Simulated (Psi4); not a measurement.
**One shape, several levels: singlet [NH2]+**

Wanted: a comparison of 5 runs (B3LYP/6-31G*, PBE/def2-TZVPPD, SVWN5/def2-TZVPPD, TPSS/def2-TZVPPD, CCSD(T)/def2-TZVPPD) of singlet [NH2]+. 

Program for the calculation: Psi4 1.11.

## (1) The structure to begin with

[NH2]+ has 3 atoms, charge +1, and is taken as a singlet. SMILES of the parent species: `[NH2]`. Geometry: relaxed at PBE0-D4/def2-TZVP. That shape belongs to the parent species and isn't relaxed for this state.

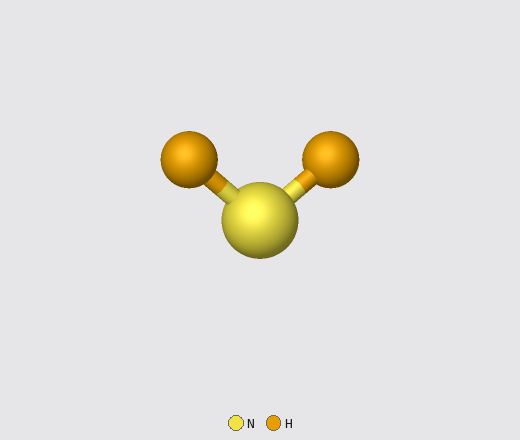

Viewed from a chosen angle; nitrogen yellow, hydrogen amber.

## (2) Energy and forces at B3LYP/6-31G(d) (spherical functions) (run 1)

run.py

```python
import psi4

psi4.set_memory(2200000000)
psi4.set_num_threads(1)
psi4.set_output_file('h2n.out', False)

mol = psi4.geometry("""
1 1
N      0.337090    -0.200010     0.166180
H      0.130750     0.805920     0.159430
H     -0.467840    -0.605900    -0.325600
symmetry c1
""")

options = {'basis': '6-31G*', 'puream': True, 'e_convergence': 1e-09, 'd_convergence': 1e-08, 'scf_type': 'pk', 'dft_radial_points': 99, 'dft_spherical_points': 590}
psi4.set_options(options)

e, wfn = psi4.gradient("B3LYP", molecule=mol, return_wfn=True)
print('gradient / Eh bohr^-1')
print(e.np.round(6))
print(f'energy = {wfn.energy():.10f} Eh')
```

The run is started by

```console
$ python run.py
```

h2n.out:

```text
[...]
  Running in c1 symmetry.
[...]
  Nuclear repulsion =    7.543471872528530
[...]
  Multiplicity = 1
[...]
  Nalpha       = 4
  Nbeta        = 4
[...]
    Number of basis functions: 18
[...]
   @RKS iter   1:   -55.40257957798950    5.22540e-02   5.09031e-03 DIIS/ADIIS
[...]
   @RKS iter   7:   -55.40711004795939   -5.47828e-12   3.10389e-09 DIIS
[...]
    Orbital Energies [Eh]
    ---------------------
    Doubly Occupied:
       1A    -14.887146     2A     -1.288149     3A     -0.905172
       4A     -0.753777
[...]
  @RKS Final Energy:   -55.40711004795939
   => Energetics <=
    Nuclear Repulsion Energy =              7.5434718725285297
    One-Electron Energy =                 -86.0239277328205532
    Two-Electron Energy =                  28.9158765900652241
    DFT Exchange-Correlation Energy =      -5.8425307777325912
    Empirical Dispersion Energy =           0.0000000000000000
    VV10 Nonlocal Energy =                  0.0000000000000000
    Total Energy =                        -55.4071100479593923
[...]
  -Total Gradient:
     Atom            X                  Y                   Z
    ------   -----------------  -----------------  -----------------
       1       -0.015918658621     0.008515946516     0.000000000000
       2       -0.003222089563    -0.025147214492    -0.000000000000
       3        0.019140895288     0.016631189223    -0.000000000000
[...]
```

Standard output:

```text
gradient / Eh bohr^-1
[[-0.015919  0.008516  0.      ]
 [-0.003222 -0.025147 -0.      ]
 [ 0.019141  0.016631 -0.      ]]
energy = -55.4071100480 Eh
```

Wall time 10 s (1 thread of Intel Xeon at 2.50GHz (Skylake/Cascade Lake), shared host); peak memory 0.3 GiB.

## (3) Energy and gradient at PBE/def2-TZVPPD (run 2)

job.in

```
memory 2200 mb

molecule {
  1 1
  N      0.337090    -0.200010     0.166180
  H      0.130750     0.805920     0.159430
  H     -0.467840    -0.605900    -0.325600
  symmetry c1
  no_reorient
  no_com
}

set globals {
  puream true
  e_convergence 1e-09
  d_convergence 1e-08
  scf_type pk
  dft_radial_points 99
  dft_spherical_points 590
}

e, wfn = gradient('pbe/def2-TZVPPD', return_wfn=True)
oeprop(wfn, 'WIBERG_LOWDIN_INDICES', 'QUADRUPOLE', 'MULLIKEN_CHARGES')
```

The run is started by

```console
$ psi4 -n 1 job.in job.out
```

job.out:

```text
[...]
  Running in c1 symmetry.
[...]
  Nuclear repulsion =    7.543471872528530
[...]
  Multiplicity = 1
[...]
  Nalpha       = 4
  Nbeta        = 4
[...]
    Number of basis functions: 71
[...]
   @RKS iter   1:   -55.34683966953030    8.27997e-02   2.42760e-03 ADIIS/DIIS
[...]
   @RKS iter   9:   -55.35794332302745   -1.81188e-12   5.99751e-10 DIIS
[...]
    Orbital Energies [Eh]
    ---------------------
    Doubly Occupied:
       1A    -14.535560     2A     -1.208262     3A     -0.844358
       4A     -0.698879
[...]
  @RKS Final Energy:   -55.35794332302745
   => Energetics <=
    Nuclear Repulsion Energy =              7.5434718725285297
    One-Electron Energy =                 -86.0968892232951646
    Two-Electron Energy =                  30.3559190581235825
    DFT Exchange-Correlation Energy =      -7.1604450303843956
    Empirical Dispersion Energy =           0.0000000000000000
    VV10 Nonlocal Energy =                  0.0000000000000000
    Total Energy =                        -55.3579433230274489
[...]
  -Total Gradient:
     Atom            X                  Y                   Z
    ------   -----------------  -----------------  -----------------
       1       -0.022462936069     0.013324795016    -0.011074040243
       2        0.001318031479    -0.030041202029    -0.002495413903
       3        0.021145105952     0.016716287474     0.013569553406
[...]
  Mulliken Charges: (a.u.)
   Center  Symbol    Alpha    Beta     Spin     Total
       1     N     3.30602  3.30602  0.00000  0.38796
       2     H     0.34699  0.34699  0.00000  0.30602
       3     H     0.34699  0.34699  0.00000  0.30602
   Total alpha =  4.00000, Total beta =  4.00000, Total charge =  1.00000
  Wiberg Bond Indices using Orthogonal Lowdin Orbitals:
[...]
```

Wall time 16 s (1 thread of Intel Xeon at 2.50GHz (Skylake/Cascade Lake), shared host); peak memory 0.61 GiB.

Runs 3 to 4 aren't shown in full; the table further down has their settings and results.

## (4) A single-point energy at CCSD(T)/def2-TZVPPD (run 5)

job.json

```json
{
 "schema_name": "qcschema_input",
 "schema_version": 1,
 "molecule": {
  "schema_name": "qcschema_molecule",
  "schema_version": 2,
  "symbols": ["N", "H", "H"],
  "geometry": [0.63700778, -0.37796412, 0.31403469, 0.24708169, 1.52296808, 0.30127904, -0.88408947, -1.14498506, -0.61529483],
  "molecular_charge": 1,
  "molecular_multiplicity": 1,
  "fix_symmetry": "c1"
 },
 "driver": "energy",
 "model": {
  "method": "ccsd(t)",
  "basis": "def2-TZVPPD"
 },
 "keywords": {
  "puream": true,
  "e_convergence": 1e-09,
  "d_convergence": 1e-08,
  "scf_type": "pk",
  "num_frozen_docc": 1
 }
}
```

The run is started by

```console
$ psi4 --qcschema job.json -n 1 --memory 2200MB
```

stdout:

```text
[...]
  Running in c1 symmetry.
[...]
  Nuclear repulsion =    7.543471866975348
[...]
  Multiplicity = 1
[...]
  Nalpha       = 4
  Nbeta        = 4
[...]
    Number of basis functions: 71
[...]
   @RHF iter   1:   -55.11041859102556   -2.65973e-01   3.73761e-03 ADIIS/DIIS
[...]
   @RHF iter   9:   -55.15602119385053   -3.92930e-12   3.22264e-09 DIIS
[...]
    Orbital Energies [Eh]
    ---------------------
    Doubly Occupied:
       1A    -16.108430     2A     -1.546819     3A     -1.078746
       4A     -0.938777
[...]
  @RHF Final Energy:   -55.15602119385053
   => Energetics <=
    Nuclear Repulsion Energy =              7.5434718669753478
    One-Electron Energy =                 -86.0534409252162504
    Two-Electron Energy =                  23.3539478643903635
    Total Energy =                        -55.1560211938505347
[...]
 Multipole Moments:
 ------------------------------------------------------------------------------------
     Multipole            Electronic (a.u.)      Nuclear  (a.u.)        Total (a.u.)
 ------------------------------------------------------------------------------------
 L = 1.  Multiply by 2.5417464519 to convert [e a0] to [Debye]
 Dipole X            :          0.1112826           -0.9230241           -0.8117415
 Dipole Y            :         -0.0595596            0.4940110            0.4344514
 Dipole Z            :         -0.0000001            0.0000000           -0.0000001
 Magnitude           :                                                    0.9206912
[...]
      * MP2 total energy                      =  -55.309876351447876
[...]
      * CCSD total energy                     =  -55.336522924429424
[...]
      * CCSD(T) total energy                  =  -55.341294899837806
[...]
```

The result, in JSON:

```text
{
 "driver": "energy",
 "model": {
  "method": "ccsd(t)",
  "basis": "def2-TZVPPD"
 },
 "success": true,
 "return_result": -55.341294899837806,
 "properties": {
  "calcinfo_nbasis": 71,
  "calcinfo_nmo": 71,
  "calcinfo_nalpha": 4,
  "calcinfo_nbeta": 4,
  "calcinfo_natom": 3,
  "nuclear_repulsion_energy": 7.543471866975348,
  "return_energy": -55.341294899837806,
  "scf_one_electron_energy": -86.05344092521625,
  "scf_two_electron_energy": 23.353947864390364,
  "scf_dipole_moment": [-0.8117414748217235, 0.4344513647602639, -5.205238660239845e-08],
  "scf_total_energy": -55.156021193850535,
  "scf_iterations": 9,
  "mp2_same_spin_correlation_energy": -0.024477963763593097,
  "mp2_opposite_spin_correlation_energy": -0.12937719383371216,
  "mp2_singles_energy": -2.3140154634107366e-26,
  "mp2_doubles_energy": -0.15385515759730525,
  "mp2_correlation_energy": -0.15385515759730525,
  "mp2_total_energy": -55.309876351447876,
  "ccsd_same_spin_correlation_energy": -0.024135627902902246,
  "ccsd_opposite_spin_correlation_energy": -0.156366102675951,
  "ccsd_singles_energy": 0.0,
  "ccsd_doubles_energy": -0.18050173057885324,
  "ccsd_correlation_energy": -0.18050173057885283,
  "ccsd_total_energy": -55.336522924429424,
  "ccsd_iterations": 16,
  "ccsd_prt_pr_correlation_energy": -0.1852737059872374,
  "ccsd_prt_pr_total_energy": -55.341294899837806
 }
}
```

It took 68 s on 1 thread of Intel Xeon at 2.50GHz (Skylake/Cascade Lake), shared host; peak memory 0.5 GiB.

## (5) Overview of the runs

| run | level | task | frozen core orbitals | energy (Eh) | HOMO energy (eV) | LUMO energy (eV) | HOMO–LUMO gap (eV) | wall time |
| --- | --- | --- | --- | --- | --- | --- | --- | --- |
| 1 | B3LYP/6-31G* (spherical functions) | gradient | 0 | -55.407110 | -20.51 | -16.72 | 3.79 | 10 s |
| 2 | PBE/def2-TZVPPD | gradient | 0 | -55.357943 | -19.02 | -18.31 | 0.71 | 16 s |
| 3 | SVWN5/def2-TZVPPD | gradient | 0 | -54.942890 | -18.99 | -18.71 | 0.27 | 11 s |
| 4 | TPSS/def2-TZVPPD | gradient | 0 | -55.441740 | -19.20 | -17.86 | 1.34 | 23 s |
| 5 | CCSD(T)/def2-TZVPPD | energy | 1 | -55.341295 | -25.55 | -9.98 | 15.57 | 68 s |

## (6) Outcome

| quantity | value |
| --- | --- |
| run 5: total energy | -55.34129 Eh |
| run 5: HOMO energy (Hartree–Fock orbitals) | -25.55 eV |
| run 5: LUMO energy (Hartree–Fock orbitals) | -9.98 eV |
| run 5: HOMO–LUMO gap (Hartree–Fock orbitals) | 15.57 eV |
| run 5: correlation energy (1 core orbital frozen) | -185.3 mEh |
| run 5: (T) correction | -4.77 mEh |
| run 5: T1 diagnostic | 0.008 |

In words: Over runs 1, 2, 3, 4 the HOMO–LUMO gap runs from 0.27 eV (SVWN5/def2-TZVPPD) to 3.79 eV (B3LYP/6-31G*). The two ends differ in method and basis. Totals of different functionals can't be ranked against each other. All runs together took 2.1 min, the longest 68 s.
